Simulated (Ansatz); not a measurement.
# Fields on a plane of BaZrO3 (cubic perovskite)

```yaml
crystal:
  lattice:
    - [4.20507, 0.00000, 0.00000]
    - [0.00000, 4.20507, 0.00000]
    - [0.00000, 0.00000, 4.20507]
  atoms:
    - { symbol: Ba, position: [0.00000, 0.00000, 0.00000] }
    - { symbol: Zr, position: [0.50000, 0.50000, 0.50000] }
    - { symbol: O, position: [0.50000, 0.00000, 0.50000] }
    - { symbol: O, position: [0.00000, 0.50000, 0.50000] }
    - { symbol: O, position: [0.50000, 0.50000, 0.00000] }
```

The slice is a {110} plane (indices of the conventional cell) through the point (0.500, 0.500, 0.000) (fractional), spanned by u = [100] and v = [011] in vectors of this cell: u (4.21 Å) and v (5.95 Å, at 90° to u). It covers one period; positions are fractions (u, v).

Atoms on it: O at (0.00, 0.50); O at (0.00, 0.00).

These are r2SCAN (plane waves to 500 eV, PAW, scalar-relativistic; Ansatz, a quantum-chemistry and plane-wave program) values and carry that method's errors. k mesh 8×8×8. These are valence fields of a PAW run, semicore shells included where kept as valence: close to a nucleus they are smooth pseudo fields. BaZrO3 is run without spin polarisation. BaZrO3 was relaxed with its symmetry unable to fall.

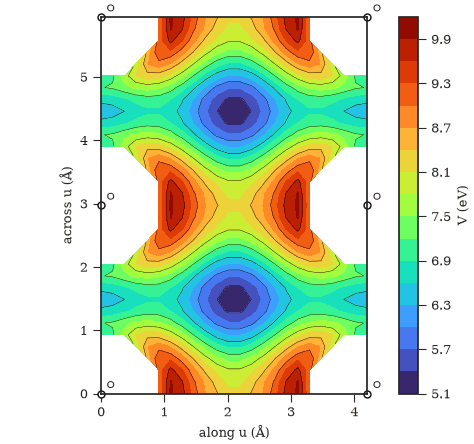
Fig. 1. Electrostatic potential energy of an electron, from the cell's mean, in eV, one period of the plane, atoms marked. Points within 0.9 Å of a nucleus are left white, as the pseudised field means little there. The zero, the cell's mean, hangs on the PAW cores.

| v \ u | 0.00 | 0.13 | 0.26 | 0.39 | 0.52 | 0.65 | 0.78 | 0.91 |
|---|---|---|---|---|---|---|---|---|
| 0.88 | 0.81 | 0.71 | 0.14 | 0.03 | 0.04 | 0.03 | 0.35 | 0.77 |
| 0.75 | 0.06 | 0.05 | 0.03 | 0.06 | 0.08 | 0.05 | 0.03 | 0.05 |
| 0.62 | 0.81 | 0.71 | 0.14 | 0.03 | 0.04 | 0.03 | 0.35 | 0.77 |
| 0.50 | x | 0.81 | 0.53 | 0.03 | 0.01 | 0.08 | 0.71 | x |
| 0.38 | 0.81 | 0.71 | 0.14 | 0.03 | 0.04 | 0.03 | 0.35 | 0.77 |
| 0.25 | 0.06 | 0.05 | 0.03 | 0.06 | 0.08 | 0.05 | 0.03 | 0.05 |
| 0.12 | 0.81 | 0.71 | 0.14 | 0.03 | 0.04 | 0.03 | 0.35 | 0.77 |
| 0.00 | x | 0.81 | 0.53 | 0.03 | 0.01 | 0.08 | 0.71 | x |

Values: electron localisation function (ELF). Points within 0.4 Å of a nucleus are blanked (x), as the pseudised field means little there.
